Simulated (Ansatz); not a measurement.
# The cluster SnTe₂−: structure and electronic state

What does the cluster SnTe₂− look like as a doublet, and where do its frontier electrons sit?

Program: Ansatz 0.2.0, Gaussian basis. Level of theory: UKS PBE0-D4/def2-TZVPD. These are calculated values, not measurements.

The runs, in order: a search for the lowest solution at PBE0-D4/def2-SVP; a single point at PBE0-D4/def2-TZVPD; harmonic vibrations at PBE-D4/def2-SVPD.

3 further runs of the same task are left out: 3 set aside as unsound or not needed. Runs told in other sessions of the task aren't counted.

### Step 1. The geometry

The doublet was relaxed beforehand with PBE-D4/def2-SVPD. At that level it is the lowest of the isomers that a small search found.

3 atoms, charge -1, spin multiplicity 2.

Atoms are counted from 1 here; the program's logs count them from 0.

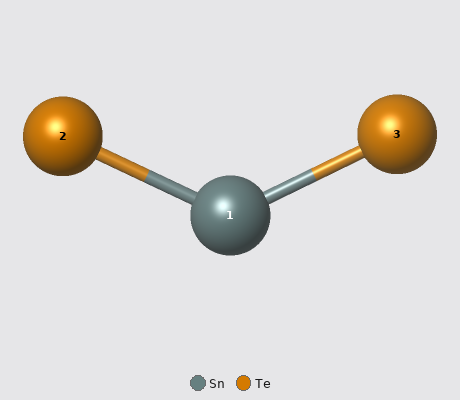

The structure; tin teal, tellurium orange; atoms are numbered from 1 in the order of the file.

Geometry (Å):

```xyz
3
charge -1, multiplicity 2
Sn    0.4637   -0.4089   -0.4694
Te    0.7010   -0.9457    2.1579
Te   -1.1646    1.3546   -1.6885
```

Sn, Te take a core potential in the def2 sets. No spin-orbit coupling is included. The ion is computed in the gas phase, without counter-ions or solvent.

Bonds by kind at the end (by distance):

```
 bond  count  shortest (Å)  longest (Å)
Sn–Te      2         2.692        2.692
```

### Step 2. Searching for the lowest solution, PBE0-D4/def2-SVP

start.molden holds the orbitals of an earlier run on this state, given as this run's starting guess.

Contents of in.yaml:

```yaml
crystal:
  periodic: [false, false, false]
  atoms:
    - {symbol: Sn, position_ang: [0.463655, -0.408904, -0.469416]}
    - {symbol: Te, position_ang: [0.700968, -0.945690, 2.157922]}
    - {symbol: Te, position_ang: [-1.164623, 1.354585, -1.688495]}
basis:
  gaussian: {orbitals: def2-SVP, initial_orbitals: start.molden}
total_charge: -1
magnetization: {spin_polarized: true, initial_magnetization: 1}
hamiltonian: {xc: pbe0, dispersion: d4}
output: {orbitals: {seedname: orbitals}}
```

On the command line:

```bash
$ ansatz run in.yaml --threads 4 --pin off --events-out ev --progress --plain --max-ram 3916MiB
```

Log:

```text
Functional definition: PBE0
  name "PBE0"
  cite "Adamo & Barone, J. Chem. Phys. 110, 6158 (1999) doi:10.1063/1.478522"
  cite "Perdew, Burke & Ernzerhof, Phys. Rev. Lett. 77, 3865 (1996) doi:10.1103/PhysRevLett.77.3865"
  parent pbe
  parameter a = 0.25
  parameter kappa = 0.804
  parameter beta = 0.06672455060314922
  exchange = (1 - a)*pbe_x(kappa = kappa, mu = beta*pi^2/3) + a*exact_x
  correlation = pbe_c(beta = beta)
1010 factors; integrals over basis functions are off by at most 1.6e-4 eV
mean field evaluation 1: about -20403.0745 eV, gradient 7.2e1 eV
mean field evaluation 2: about -20411.2991 eV, gradient 1.3e1 eV
mean field evaluation 4: about -20421.7285 eV, gradient 6.9e0 eV
mean field evaluation 8: about -20422.6799 eV, gradient 1.7e-1 eV
mean field evaluation 16: about -20422.6465 eV, gradient 6.0e-1 eV
mean field evaluation 32: about -20422.5092 eV, gradient 9.7e-1 eV
mean field -20422.68029601 eV, -750.5196578886 hartree, gradient 1.4e-5 eV, S^2 0.759385; 4 other end points of the search recorded, 0 dependent functions left out
reference -20422.68031725 eV, -750.5196586689 hartree; 36, 35 occupied and 42, 43 virtual orbitals, 1010 factors
Total energy: -20422.81318284 eV, -750.5245413893 hartree
```

Run time: 2.6 s. Hardware: 4 threads of Arm Neoverse V2, shared host.

Report: HOMO -1.38 eV, LUMO 0.61 eV (over both spins); ⟨S²⟩ 0.759 (pure: 0.75).

### Step 3. Single point, PBE0-D4/def2-TZVPD

in.yaml, as its differences from that of step 2:

```diff
@@ -7,3 +7,3 @@
 basis:
-  gaussian: {orbitals: def2-SVP, initial_orbitals: start.molden}
+  gaussian: {orbitals: def2-TZVPD, initial_orbitals: start.molden}
 total_charge: -1
@@ -11,2 +11,3 @@
 hamiltonian: {xc: pbe0, dispersion: d4}
+scf: {omitted_lower_state_checks: [starts]}
 output: {orbitals: {seedname: orbitals}}
```

Same command.

Log:

```text
Functional definition: PBE0
  name "PBE0"
  cite "Adamo & Barone, J. Chem. Phys. 110, 6158 (1999) doi:10.1063/1.478522"
  cite "Perdew, Burke & Ernzerhof, Phys. Rev. Lett. 77, 3865 (1996) doi:10.1103/PhysRevLett.77.3865"
  parent pbe
  parameter a = 0.25
  parameter kappa = 0.804
  parameter beta = 0.06672455060314922
  exchange = (1 - a)*pbe_x(kappa = kappa, mu = beta*pi^2/3) + a*exact_x
  correlation = pbe_c(beta = beta)
these checks for a lower state are left out or cut short: starts
1442 factors; their error is unknown
mean field evaluation 1: about -20422.5831 eV, gradient 1.6e1 eV
mean field evaluation 2: about -20423.0815 eV, gradient 7.3e-1 eV
mean field evaluation 4: about -20423.4950 eV, gradient 4.6e-1 eV
mean field evaluation 8: about -20423.4953 eV, gradient 1.2e-5 eV
mean field -20423.49534320 eV, -750.5496103203 hartree, gradient 1.5e-5 eV, S^2 0.761316; 0 other end points of the search recorded, 0 dependent functions left out
reference -20423.49538453 eV, -750.5496118391 hartree; 36, 35 occupied and 138, 139 virtual orbitals, 1442 factors
Total energy: -20423.62825012 eV, -750.5544945594 hartree
Checks for a lower state left out: starts
```

Wall time 4.4 s (4 threads of Arm Neoverse V2, shared host); peak memory 0.63 GiB.

From the report: HOMO -1.65 eV, LUMO 0.32 eV (over both spins); ⟨S²⟩ 0.761 (pure: 0.75).

Mulliken charges, from this run's orbitals:

```csv
atom,value (e)
Sn1,0.14
Te2,-0.57
Te3,-0.57
```

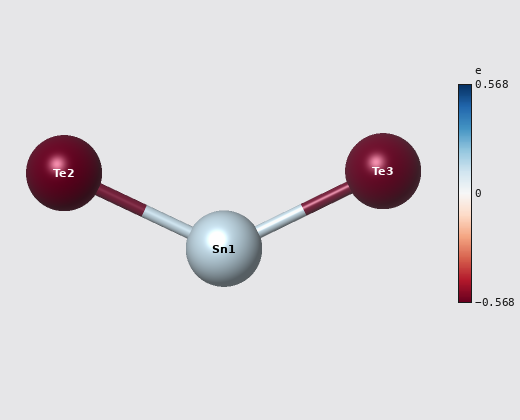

Mulliken charges, from this run's orbitals, as colours on the atoms.

Mulliken spin populations:

```
atom  value (e)
 Sn1       0.27
 Te2       0.37
 Te3       0.37
```

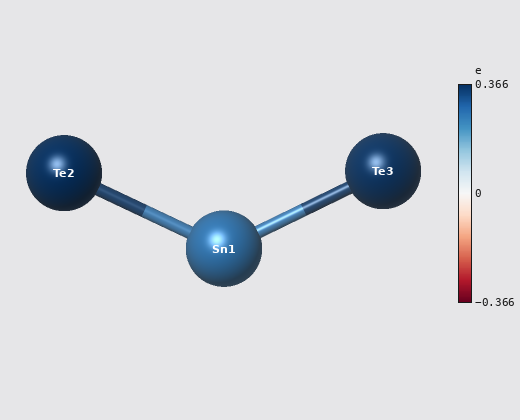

Mulliken spin populations, as colours on the atoms.

Largest Mayer bond orders: Sn1–Te2 1.48; Sn1–Te3 1.48; Te2–Te3 0.24.

The fields below are evaluated on a grid from the run's orbitals.

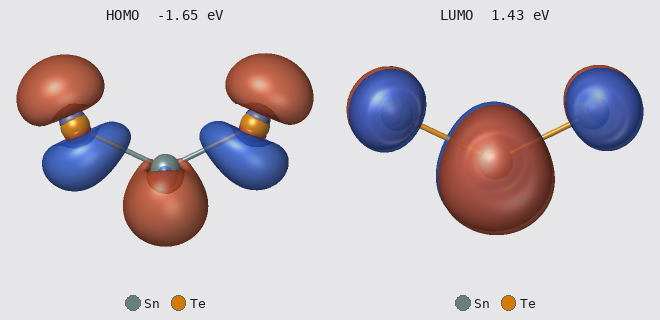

PBE0-D4/def2-TZVPD orbitals (alpha spin) near the gap, drawn at the value that encloses 70 % of each; the two colours are the two signs.

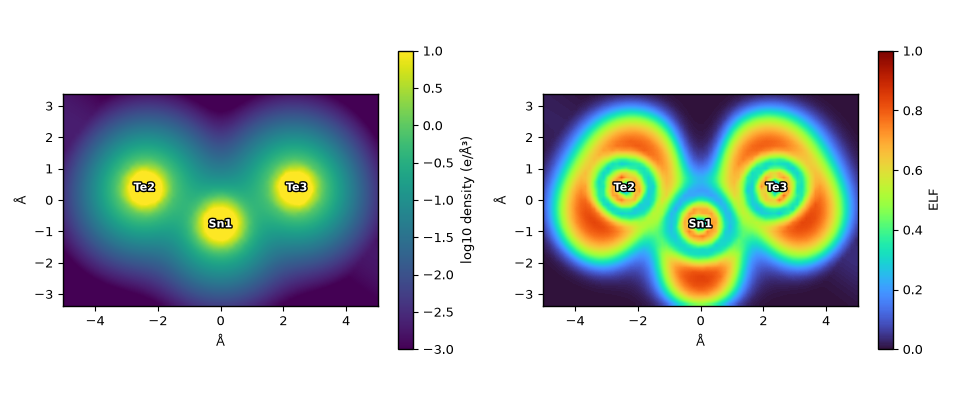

Density (left) and ELF (right) in a plane through or near 3 of the atoms.

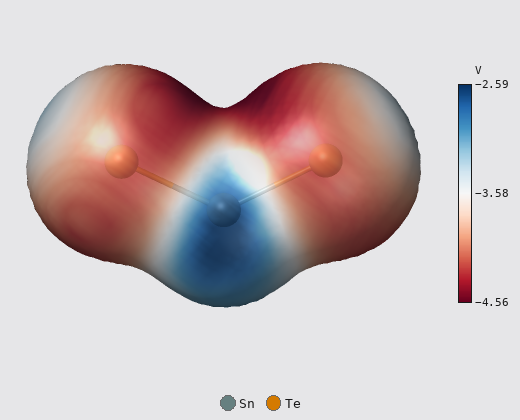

Electrostatic potential on the surface of density 0.002 e/bohr³; red is low, blue high. It runs from -4.56 V near Te3 to -2.59 V near Sn1.

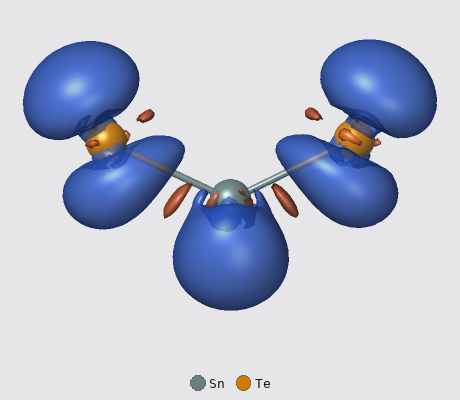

Spin density at ±0.01 e/Å³ (alpha excess blue, beta excess red).

### Step 4. Harmonic vibrations

Contents of in.yaml:

```yaml
crystal:
  periodic: [false, false, false]
  atoms:
    - {symbol: Sn, position_ang: [0.463655, -0.408904, -0.469416]}
    - {symbol: Te, position_ang: [0.700968, -0.945690, 2.157922]}
    - {symbol: Te, position_ang: [-1.164623, 1.354585, -1.688495]}
basis:
  gaussian: {orbitals: def2-SVPD}
total_charge: -1
magnetization: {spin_polarized: true, initial_magnetization: 1}
hamiltonian: {xc: pbe, dispersion: d4}
scf: {omitted_lower_state_checks: [starts]}
phonons: {temperatures: {t_min: 298.15, t_max: 900, t_step: 200}}
```

Launched as before.

Log, cut to the lines that bear on the results:

```text
Functional definition: PBE
  name "PBE"
  cite "Perdew, Burke & Ernzerhof, Phys. Rev. Lett. 77, 3865 (1996) doi:10.1103/PhysRevLett.77.3865"
  parent pbe
[...]
1113 factors; their error is unknown
[...]
mean field -20421.89654881 eV, -750.4908557100 hartree, gradient 2.1e-5 eV, S^2 0.752761; 0 other end points of the search recorded, 0 dependent functions left out
[...]
reference -20421.89659087 eV, -750.4908572559 hartree; 36, 35 occupied and 66, 67 virtual orbitals, 1113 factors
[...]
1113 factors; their error is unknown
mean field -20421.89652722 eV, -750.4908549166 hartree, gradient 1.2e-6 eV, S^2 0.752763; 0 other end points of the search recorded, 0 dependent functions left out
[...]
reference -20421.89656928 eV, -750.4908564625 hartree; 36, 35 occupied and 66, 67 virtual orbitals, 1113 factors
[...]
1113 factors; their error is unknown
[...]
reference -20421.89655415 eV, -750.4908559065 hartree; 36, 35 occupied and 66, 67 virtual orbitals, 1113 factors
[...]
1113 factors; their error is unknown
mean field -20421.89656128 eV, -750.4908561685 hartree, gradient 1.3e-6 eV, S^2 0.752763; 0 other end points of the search recorded, 0 dependent functions left out
[...]
reference -20421.89660335 eV, -750.4908577145 hartree; 36, 35 occupied and 66, 67 virtual orbitals, 1113 factors
Total energy: -20422.04825236 eV, -750.4964307128 hartree
Atom 0 at     0.463655    -0.408904    -0.469416 Å, force    -0.003444     0.003037     0.003487 eV/Å
Atom 1 at     0.700968    -0.945690     2.157922 Å, force    -0.001452     0.002394    -0.008286 eV/Å
Atom 2 at    -1.164623     1.354585    -1.688495 Å, force     0.004896    -0.005432     0.004800 eV/Å
Dipole moment:     0.141116    -0.124451    -0.142870 e Å
Vibrations: 50.66 160.59 210.86 cm⁻¹, zero-point energy 0.026168 eV
Checks for a lower state left out: starts
```

Run time: 7.5 s. Hardware: 4 threads of Arm Neoverse V2, shared host.

Motions are named by where the mode's potential energy lies. The modes, unscaled (a negative number is an imaginary wavenumber):

| mode | cm⁻¹ | motion |
| --- | --- | --- |
| 1 | 51 | bend |
| 2 | 161 | Sn–Te stretch |
| 3 | 211 | Sn–Te stretch |

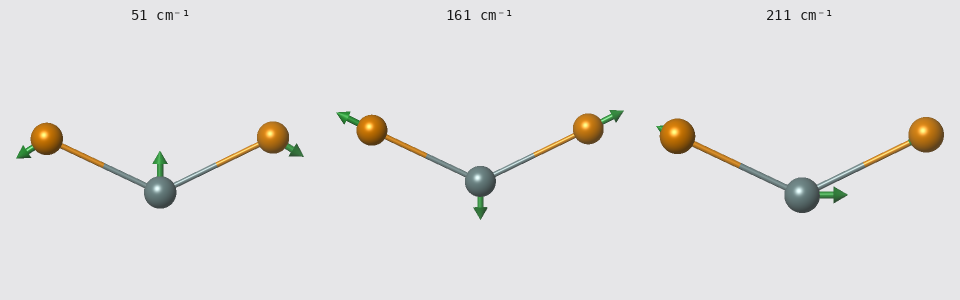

Displacements of 3 modes, as arrows.

### Step 5. Results

| quantity | value |
| --- | --- |
| point group | C2v |
| commonest bond | Sn–Te, 2 of mean length 2.692 Å |
| HOMO, LUMO at PBE0-D4/def2-TZVPD (over both spins) | -1.65, 0.32 eV |
| ⟨S²⟩ | 0.761 |
| lowest, highest wavenumber | 51, 211 cm⁻¹ |

**Reading.** All wavenumbers are real: a minimum at this level. The alpha HOMO lies nearest to Te2, Te3 about 36 % each; Sn1 28 % and the alpha LUMO to Sn1 67 %; Te2, Te3 about 16 % each (shares on a coarse grid); over both spins the LUMO of beta spin, not drawn, take the frontier's place. Whether this spin is the lowest isn't tested here.
